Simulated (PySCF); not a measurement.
**ClH7: relaxation and vibrations of the singlet**

Aim: relax ClH7 as a singlet from a PBE0 minimum start, check by its vibrations whether the end is a minimum, and collect its spectrum and constants.

Program: PySCF 2.14.0. Level of theory: r2SCAN, basis Cl def2-TZVP, H def2-TZVP, no relativity, density fitting. These are calculated values, not measurements.

### 1 The starting structure

8 atoms, charge 0, spin multiplicity 1.

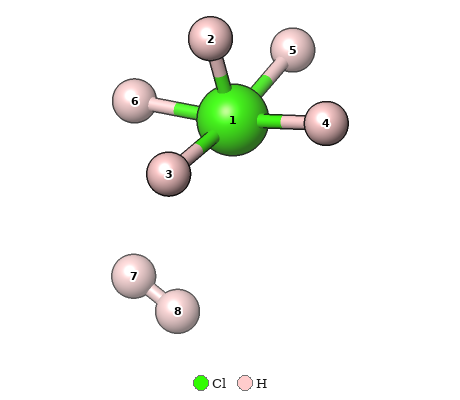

As it starts; chlorine green, hydrogen pink; atoms are numbered from 1 in the order of the file.

```xyz
8
charge 0 multiplicity 1
Cl   -0.0557    0.0138    0.0946
H     0.2382   -0.1310    1.3270
H     1.0009    1.1589    0.0993
H    -1.1363    1.0091    0.5984
H    -1.0570   -1.1603    0.3260
H     1.0881   -1.0118   -0.1770
H     1.1683   -0.3910   -2.5608
H     0.6453    0.0281   -2.8929
```

### 2 The SCF at the typed geometry

One driver script runs all steps and calls PySCF; scf.py shows how it sets up the SCF of each step. The optimiser is the driver's own. The state is first sought with PBE. After this first run the driver tries any further starts and a stability analysis.

Input file scf.py:

```python
from pyscf import gto, scf, dft
mol = gto.M(atom='''
Cl    -0.055660     0.013750     0.094560
H      0.238160    -0.130990     1.326990
H      1.000890     1.158880     0.099330
H     -1.136270     1.009110     0.598390
H     -1.057000    -1.160260     0.326020
H      1.088100    -1.011840    -0.177000
H      1.168280    -0.391010    -2.560820
H      0.645350     0.028110    -2.892880''',
    basis={'Cl': 'def2-TZVP', 'H': 'def2-TZVP'},
    charge=0, spin=0)
mf = dft.RKS(mol, xc='PBE')
mf.grids.atom_grid = (50, 194)
aux = {'Cl': 'def2-universal-JKFIT', 'H': 'def2-universal-JKFIT'}
mf = mf.density_fit(auxbasis=aux)
mf.conv_tol = 1e-08
mf.diis_space = 10
mf.max_cycle = 60
mf.init_guess = 'minao'
mf.verbose = 4
mf.kernel()
```

Launch:

```
OMP_NUM_THREADS=2 python axn.py task.json out
```

Output:

```text
init E= -463.844764230175
  HOMO = -0.183343075846004  LUMO = -0.0469333351884146  gap/eV = 3.71190
cycle= 1 E= -463.797270633809  delta_E= 0.0475  |g|= 0.259  |ddm|= 2.05
  HOMO = -0.193240532234335  LUMO = -0.109588722225887  gap/eV = 2.27628
cycle= 2 E= -463.786521992519  delta_E= 0.0107  |g|= 0.315  |ddm|= 0.704
  HOMO = -0.176807606896617  LUMO = -0.0731415853225243  gap/eV = 2.82090
cycle= 3 E= -463.810151130179  delta_E= -0.0236  |g|= 0.0705  |ddm|= 0.492
  HOMO = -0.182377724006731  LUMO = -0.0756614904844284  gap/eV = 2.90390
cycle= 4 E= -463.81149171381  delta_E= -0.00134  |g|= 0.0156  |ddm|= 0.0893
  HOMO = -0.18287297750987  LUMO = -0.0774004318264261  gap/eV = 2.87005
cycle= 5 E= -463.811551711237  delta_E= -6e-05  |g|= 0.00745  |ddm|= 0.0314
  HOMO = -0.182803249970995  LUMO = -0.0775282375314958  gap/eV = 2.86468
cycle= 6 E= -463.811572439404  delta_E= -2.07e-05  |g|= 0.00307  |ddm|= 0.0183
  HOMO = -0.182747823922707  LUMO = -0.0774364998598678  gap/eV = 2.86567
cycle= 7 E= -463.811576497155  delta_E= -4.06e-06  |g|= 0.000382  |ddm|= 0.00561
  HOMO = -0.182731754278205  LUMO = -0.0773864657999965  gap/eV = 2.86659
cycle= 8 E= -463.811576546396  delta_E= -4.92e-08  |g|= 4.72e-05  |ddm|= 0.000865
  HOMO = -0.182731165319602  LUMO = -0.0773878834732322  gap/eV = 2.86654
cycle= 9 E= -463.811576545991  delta_E= 4.04e-10  |g|= 5.49e-05  |ddm|= 0.000177
  HOMO = -0.182731663519057  LUMO = -0.0773897141692004  gap/eV = 2.86650
Extra cycle  E= -463.811576538282  delta_E= 7.71e-09  |g|= 0.00014  |ddm|= 0.000354
converged SCF energy = -463.811576538282
```

This step, with its further starts and checks, needed 8.4 s of wall time on 2 threads of Intel Xeon Platinum 8259CL at 2.50GHz (Skylake/Cascade Lake), shared host.

The test of internal stability found no lower closed-shell solution.

### 3 PBE0 minimum start, singlet: relaxation

The program finds C1 symmetry in the start. Threshold on the gradient: 0.0003 Eh/bohr, with a further test on the energy change.

Changes to scf.py since step 2:

```diff
@@ -3,8 +3,8 @@
-Cl    -0.055660     0.013750     0.094560
-H      0.238160    -0.130990     1.326990
-H      1.000890     1.158880     0.099330
-H     -1.136270     1.009110     0.598390
-H     -1.057000    -1.160260     0.326020
-H      1.088100    -1.011840    -0.177000
-H      1.168280    -0.391010    -2.560820
-H      0.645350     0.028110    -2.892880''',
+Cl    -0.056050     0.014252     0.094536
+H      0.237770    -0.130488     1.326966
+H      1.000500     1.159382     0.099306
+H     -1.136660     1.009612     0.598366
+H     -1.057390    -1.159758     0.325996
+H      1.087710    -1.011338    -0.177024
+H      1.167890    -0.390508    -2.560844
+H      0.644960     0.028612    -2.892904''',
@@ -13 +13 @@
-mf = dft.RKS(mol, xc='PBE')
+mf = dft.RKS(mol, xc='R2SCAN')
@@ -20 +19,0 @@
-mf.init_guess = 'minao'
```

Steps of the walk:

```
step  energy (Eh)  change (kJ/mol)  largest gradient (Eh/bohr)
   0  -463.964952             0.00                     0.00315
   1  -463.965275            -0.85                     0.00151
   2  -463.965373            -1.11                     0.00066
   3  -463.965375            -1.11                     0.00086
   4  -463.965377            -1.12                     0.00006
```

The walk took 15 s.

Positions (Å) and forces (eV/Å) along the way:

```
step 0
Cl  -0.056   0.014   0.095  -0.022  -0.001  -0.149
H    0.238  -0.130   1.327   0.012  -0.009   0.069
H    1.000   1.159   0.099   0.150   0.162  -0.001
H   -1.137   1.010   0.598  -0.154   0.143   0.076
H   -1.057  -1.160   0.326  -0.138  -0.162   0.031
H    1.088  -1.011  -0.177   0.154  -0.137  -0.033
H    1.168  -0.391  -2.561  -0.071   0.056  -0.040
H    0.645   0.029  -2.893   0.068  -0.052   0.046
step 1
Cl  -0.055   0.013   0.092   0.010  -0.008  -0.011
H    0.237  -0.130   1.327  -0.004   0.002  -0.008
H    1.010   1.169   0.097   0.070   0.076  -0.001
H   -1.145   1.018   0.600  -0.077   0.068   0.027
H   -1.065  -1.170   0.326  -0.066  -0.078   0.012
H    1.099  -1.021  -0.177   0.069  -0.064  -0.021
H    1.163  -0.391  -2.559  -0.002   0.001   0.003
H    0.646   0.031  -2.890  -0.001   0.003   0.000
step 2
Cl  -0.052   0.012   0.093  -0.006  -0.003  -0.034
H    0.235  -0.128   1.329  -0.004   0.000  -0.008
H    1.022   1.176   0.096   0.005   0.003   0.006
H   -1.155   1.026   0.593   0.001   0.003   0.015
H   -1.071  -1.181   0.326   0.000  -0.004   0.005
H    1.110  -1.031  -0.177   0.007  -0.003   0.015
H    1.156  -0.391  -2.557  -0.003   0.002   0.001
H    0.644   0.037  -2.888   0.000   0.002   0.000
step 4
Cl  -0.050   0.010   0.091   0.003  -0.001   0.003
H    0.232  -0.127   1.328  -0.001   0.000  -0.001
H    1.024   1.176   0.096  -0.001  -0.001   0.001
H   -1.154   1.026   0.589   0.000  -0.001  -0.003
H   -1.071  -1.183   0.324   0.001   0.001  -0.001
H    1.114  -1.033  -0.169  -0.001   0.001   0.000
H    1.150  -0.392  -2.557  -0.003   0.002  -0.001
H    0.643   0.042  -2.888   0.002   0.000   0.002
```

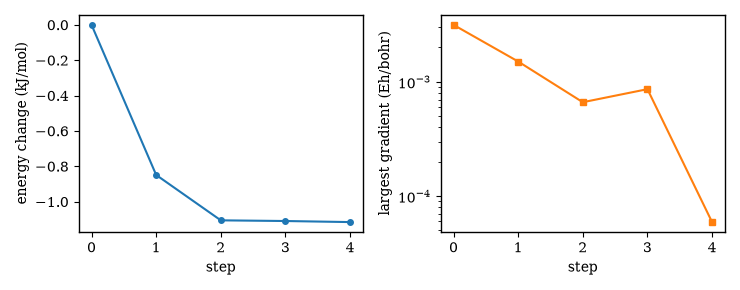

How energy and gradient fall.

End point (C1, 4 steps, 1.1 kJ/mol gained): Cl–H 1.276 Å, Cl–H 1.581 Å, Cl–H 1.586 Å (×3), H–H 0.745 Å; H–Cl–H 85.3° (×2), H–Cl–H 85.7° (×2), H–Cl–H 89.3° (×2), H–Cl–H 90.0° (×2), H–Cl–H 171.1° (×2).

### 4 Hessian and properties

The point was taken to the finer grid, but the Hessian ran out of time, so its nature is unknown.

### 5 What came out

| quantity | value |
| --- | --- |
| relaxations | 1 |
| converged | 1 |
| saddle points found | 0 |
| minima found | 0 |

What this shows: No minimum was confirmed: the time limit cut the work short. No equilibrium property of the molecule follows from this session.
